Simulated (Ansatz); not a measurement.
# C2HF2Si (SMILES [C]#C[SiH](F)F): UB3LYP/6-31G(d) (spherical functions)

Aim: the electronic atomisation energy of C2HF2Si at UB3LYP/6-31G* (spherical functions), from 5 runs. 

Program for the calculation: Ansatz 0.2.0.

45 further runs of the same task are left out: 45 set aside as unsound or not needed.

### 1 The structure to begin with

C2HF2Si: 6 atoms, total charge 0, spin state doublet. SMILES: `[C]#C[SiH](F)F`. The shape is that of a PBE0-D4/def2-TZVP optimisation.

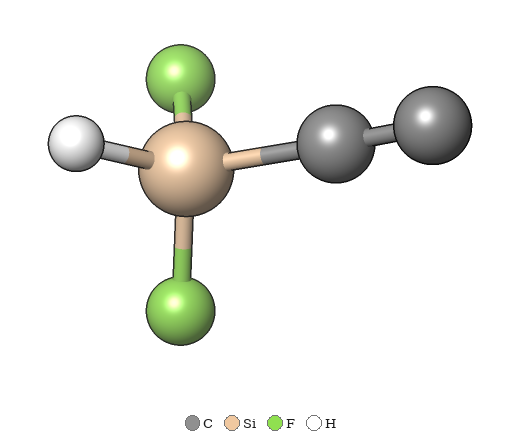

Viewed from a chosen angle; carbon grey, silicon light orange, fluorine green, hydrogen white.

### 2 The energy at UB3LYP/6-31G(d) (spherical functions)

input.yaml reads:

```yaml
crystal:
  periodic: [false, false, false]
  atoms:
    - {symbol: C, position_ang: [0.858400, -2.085100, 1.052200]}
    - {symbol: C, position_ang: [0.445300, -1.082600, 0.512900]}
    - {symbol: Si, position_ang: [-0.183000, 0.459200, -0.201300]}
    - {symbol: F, position_ang: [-1.479900, 0.138200, -1.044000]}
    - {symbol: F, position_ang: [0.904100, 1.043400, -1.187100]}
    - {symbol: H, position_ang: [-0.502800, 1.463000, 0.821300]}
basis:
  gaussian:
    orbitals: 6-31G_st_-spherical.json
output: {orbitals: {seedname: orbitals}}
magnetization:
  spin_polarized: true
  initial_magnetization: 1
accuracy: high
hamiltonian:
  xc: {name: B3LYP}
```

The basis set 6-31G* is read from a file made from the Basis Set Exchange's data (not shown).

Started as:

```bash
ansatz run input.yaml --threads 1 --pin off --max-ram 3480MiB --events-out events.jsonl --progress --plain --runs-dir runs
```

The log of the run:

```text
Warning: RAYON_NUM_THREADS=1 ignored (pool sized by the plan → 1); use --threads N
Functional definition: B3LYP
  name "B3LYP"
  parameter a0 = 0.2
  parameter ax = 0.72
  parameter ac = 0.81
  exchange = (1 - a0 - ax)*slater_x + ax*b88_x + a0*exact_x
  correlation = (1 - ac)*vwn_rpa_c + ac*lyp_c
1630 factors; integrals over basis functions are off by at most 3.2e-9 eV
mean field evaluation 1: about -15394.2968 eV, gradient 3.7e1 eV
mean field evaluation 2: about -15388.0507 eV, gradient 5.4e1 eV
mean field evaluation 4: about -15399.3779 eV, gradient 3.5e0 eV
mean field evaluation 8: about -15399.5988 eV, gradient 1.8e-1 eV
mean field evaluation 16: about -15399.5998 eV, gradient 9.2e-3 eV
mean field evaluation 32: about -15399.5999 eV, gradient 2.9e-7 eV
mean field -15399.59985287 eV, -565.9248563694 hartree, gradient 4.0e-8 eV, S^2 0.774666; 4 other end points of the search recorded, 0 dependent functions left out
reference -15399.59988916 eV, -565.9248577028 hartree; 23, 22 occupied and 53, 54 virtual orbitals, 1630 factors
Total energy: -15399.59988916 eV, -565.9248577028 hartree
```

Wall time 17 s (1 thread of Intel Xeon Platinum 8259CL at 2.50GHz (Skylake/Cascade Lake), shared host); peak memory 0.35 GiB.

### 3 The C atom, same level

in.yaml reads:

```yaml
crystal:
  periodic: [false, false, false]
  atoms:
    - symbol: C
      position_ang: [0.000000, 0.000000, 0.000000]
basis:
  gaussian:
    orbitals: 6-31G_st_-spherical.json
magnetization:
  spin_polarized: true
  initial_magnetization: 2
hamiltonian:
  xc: {name: B3LYP}
accuracy: high
```

The basis set 6-31G* is read from a file made from the Basis Set Exchange's data (not shown).

Run the same way, it converges to -37.84469 Eh (log not shown).

### 4 The F atom at the same level

molecule.yaml reads:

```yaml
crystal:
  periodic: [false, false, false]
  atoms:
    - symbol: F
      position_ang: [0.000000, 0.000000, 0.000000]
basis:
  gaussian:
    orbitals: 6-31G_st_-spherical.json
magnetization:
  spin_polarized: true
  initial_magnetization: 1
hamiltonian:
  xc: {name: B3LYP}
accuracy: high
```

The basis set 6-31G* is read from a file made from the Basis Set Exchange's data (not shown).

Started as:

```bash
ansatz run molecule.yaml --threads 1 --pin off --max-ram 3480MiB --events-out events.jsonl --progress --plain --runs-dir runs
```

The log of the run, cut to the lines that bear on the results:

```text
Warning: RAYON_NUM_THREADS=1 ignored (pool sized by the plan → 1); use --threads N
[... 7 set-up lines as earlier in the session ...]
93 factors; integrals over basis functions are off by at most 1.9e-9 eV
mean field evaluation 1: about -2713.3131 eV, gradient 4.3e0 eV
mean field evaluation 2: about -2713.3547 eV, gradient 2.5e0 eV
mean field evaluation 4: about -2713.3719 eV, gradient 1.3e-2 eV
mean field evaluation 8: about -2713.3719 eV, gradient 1.2e-4 eV
mean field -2713.37188650 eV, -99.7145776393 hartree, gradient 7.3e-9 eV, S^2 0.750949; 0 other end points of the search recorded, 0 dependent functions left out
reference -2713.37189463 eV, -99.7145779380 hartree; 5, 4 occupied and 9, 10 virtual orbitals, 93 factors
Total energy: -2713.37189463 eV, -99.7145779380 hartree
```

Run time: 0.41 s. Hardware: 1 thread of Intel Xeon Platinum 8259CL at 2.50GHz (Skylake/Cascade Lake), shared host; peak memory 0.093 GiB.

### 5 The H atom

molecule.yaml reads:

```yaml
crystal:
  periodic: [false, false, false]
  atoms:
    - {symbol: H, position_ang: [0.000000, 0.000000, 0.000000]}
basis:
  gaussian: {orbitals: "6-31G*"}
total_charge: 0
magnetization: {spin_polarized: true, initial_magnetization: 1}
hamiltonian: {xc: {name: B3LYP}}
accuracy: high
```

Started as:

```bash
ansatz run molecule.yaml --threads 1 --pin off --max-ram 3480MiB --events-out events.jsonl --progress --plain --runs-dir runs
```

The log of the run, cut to the lines that bear on the results:

```text
Warning: RAYON_NUM_THREADS=1 ignored (pool sized by the plan → 1); use --threads N
[... 7 set-up lines as earlier in the session ...]
3 factors; integrals over basis functions are off by at most 5.4e-10 eV
mean field evaluation 1: about -13.6135 eV, gradient 2.1e-1 eV
mean field evaluation 2: about -13.6127 eV, gradient 2.0e-1 eV
mean field evaluation 4: about -13.6131 eV, gradient 4.2e-7 eV
mean field evaluation 8: about -13.6131 eV, gradient 8.0e-10 eV
mean field -13.61309805 eV, -0.5002721262 hartree, gradient 8.6e-9 eV, S^2 0.750000; 0 other end points of the search recorded, 0 dependent functions left out
reference -13.61311596 eV, -0.5002727842 hartree; 1, 0 occupied and 1, 2 virtual orbitals, 3 factors
Total energy: -13.61311596 eV, -0.5002727842 hartree
```

It took 0.14 s on 1 thread of Intel Xeon Platinum 8259CL at 2.50GHz (Skylake/Cascade Lake), shared host.

### 6 The Si atom at the same level

input.yaml reads:

```yaml
crystal:
  periodic: [false, false, false]
  atoms:
    - {symbol: Si, position_ang: [0.000000, 0.000000, 0.000000]}
basis:
  gaussian:
    orbitals: 6-31G_st_-spherical.json
magnetization:
  spin_polarized: true
  initial_magnetization: 2
hamiltonian:
  xc: {name: B3LYP}
accuracy: high
```

The basis set 6-31G* is read from a file made from the Basis Set Exchange's data (not shown).

Run the same way, it converges to -289.36979 Eh (log not shown).

### 7 What came out

Level: UB3LYP/6-31G* (spherical functions).

| quantity | value |
| --- | --- |
| molecule: total energy | -565.92486 Eh |
| molecule: HOMO energy (highest over α and β) | -8.51 eV |
| molecule: LUMO energy (lowest over α and β) | -5.48 eV |
| molecule: ⟨S²⟩ | 0.775 |
| C atom: total energy | -37.84469 Eh |
| C atom: ⟨S²⟩ | 2.002 |
| F atom: total energy | -99.71458 Eh |
| F atom: ⟨S²⟩ | 0.751 |
| H atom: total energy | -0.50027 Eh |
| H atom: ⟨S²⟩ | 0.750 |
| Si atom: total energy | -289.36979 Eh |
| Si atom: ⟨S²⟩ | 2.002 |
| electronic atomisation energy | 25.477 eV |

**Reading.** Taking the molecule apart into free atoms costs 25.48 eV (588 kcal/mol), before zero-point energy and without spin-orbit coupling.
